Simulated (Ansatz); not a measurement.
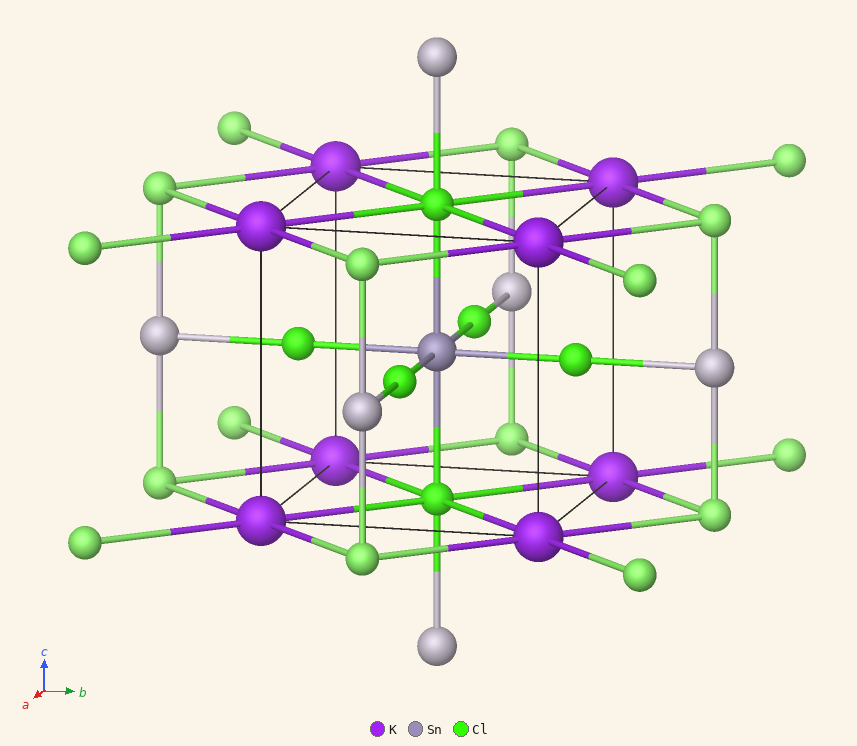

Ball-and-stick drawing of the structure, looking slightly off an axis. The parallelepiped is the conventional unit cell. Periodic images bonded to atoms of the box are shown as well, in fainter colours.

KSnCl3, space group P4/mmm (No. 123), a = 5.540 Å, b = 5.540 Å, c = 5.817 Å, α = 90.00°, β = 90.00°, γ = 90.00°. It goes back to a structure type filled with these elements by a generator (whether the compound takes this form wasn't checked). The cell was then strained or its atoms displaced on purpose. It was the input of a calculation with Ansatz.

This one geometry was computed with Ansatz (DFT, plane waves, PAW) at three levels of theory: HSE06, r2SCAN and PBE. It was relaxed with r2SCAN and then strained.

> How does the band gap change with the level of theory?

PBE: a gap of 0.81 eV, direct; r2SCAN: a gap of 0.98 eV, direct; HSE06: a gap of 1.34 eV, direct.

> Collect the results in a table.

| level | cutoff (eV) | k-mesh of the run's cell | gap (eV) | pressure (GPa) |
| --- | --- | --- | --- | --- |
| HSE06 | 420 | 4×4×4 | 1.34 | -0.6 |
| r2SCAN | 500 | 6×6×6 | 0.98 | -1.1 |
| PBE | 420 | 6×6×6 | 0.81 | -0.4 |

Gaps are taken on the k-mesh or band path of each run.
